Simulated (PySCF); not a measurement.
C$_{7}$H$_{17}$NSi

Input

```
{"job": {"kind": "nmr", "xc": "PBE0", "basis": "pcSseg-1"}, "charge": 0, "multiplicity": 1}
C      1.690954     1.316423    -1.053555
C      1.760165     0.289019    -0.216733
C      2.474249     0.400541     1.096164
C      1.080239    -1.010072    -0.514713
C      1.942698    -2.228048    -0.203649
Si    -0.586343    -1.116263     0.415929
N     -1.396194     0.339467     0.042683
C     -2.733651     0.667268     0.467107
C     -3.443521     1.526388    -0.573053
H      2.141870     2.269637    -0.829951
H      1.186357     1.241722    -2.002866
H      3.371584    -0.217330     1.095813
H      1.832707     0.059681     1.907426
H      2.770512     1.429197     1.288080
H      0.852960    -1.028593    -1.584360
H      1.431334    -3.134543    -0.520321
H      2.896308    -2.175026    -0.729307
H      2.140695    -2.313414     0.861406
H     -0.347281    -1.360658     1.853053
H     -1.393536    -2.228833    -0.097637
H     -0.849133     1.160104    -0.174968
H     -2.725799     1.192909     1.433124
H     -3.270867    -0.272207     0.607152
H     -4.468617     1.722145    -0.269729
H     -3.450365     1.015766    -1.532552
H     -2.928372     2.477336    -0.691580
```

Command:

```sh
OMP_NUM_THREADS=1 python probes_run.py task.json out
```

Geometry: GFN2-xTB.

All numbers below come from PySCF 2.14.0, PBE0/pcSseg-1, SCF density, gas phase, non-relativistic.

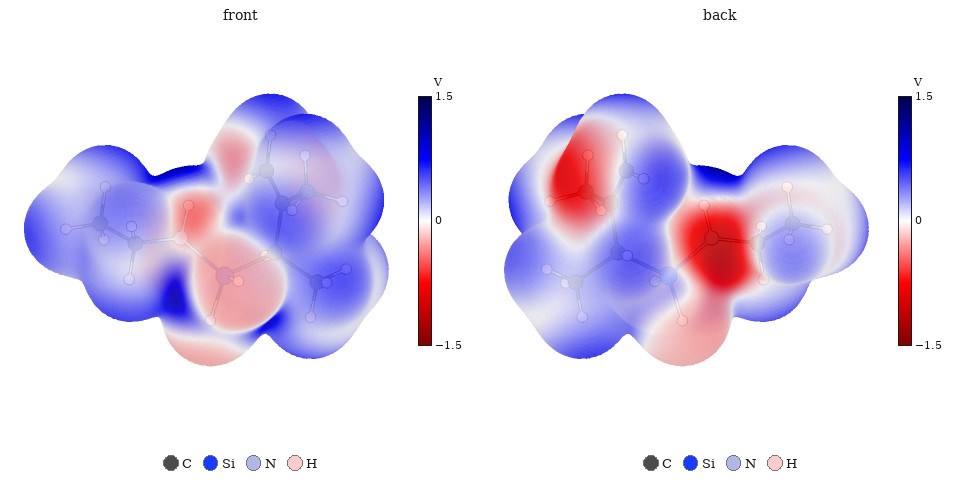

Figure 1. The electrostatic potential painted on the density surface at 0.002 e/bohr³, seen from the front and from behind; the colour scale runs from red (negative) to blue (positive).

Where is the surface potential most negative and most positive?

Answer. The most negative region (about −1.1 V) lies over N7, the most positive (about +1.0 V) over H21. N7 is the likeliest acceptor of a hydrogen bond.

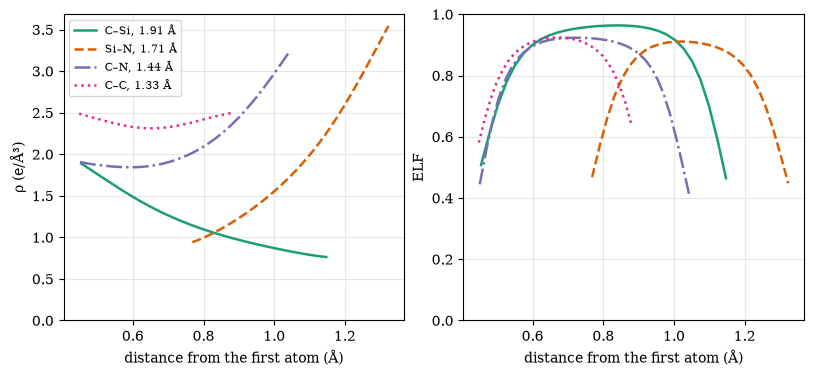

Figure 2. Total electron density and electron localisation function along straight lines between neighbouring atoms. The curves leave out the atomic cores.

What kind of bonding do the profiles show?

Answer. C–Si (1.91 Å): ρ is about 0.91 e/Å³ halfway; the ELF peaks at about 0.95 between the atoms (a shared electron pair).
Si–N (1.71 Å): ρ at the midpoint is about 1.1 e/Å³; the ELF peaks at about 0.90 between the atoms (a polar covalent bond).
C–N (1.44 Å): ρ is about 1.9 e/Å³ halfway; the ELF peaks at about 0.90 between the atoms (a covalent bond).
C–C (1.33 Å): the density is about 2.3 e/Å³ at the midpoint; the ELF peaks at about 0.90 between the atoms (a short, multiple covalent bond).
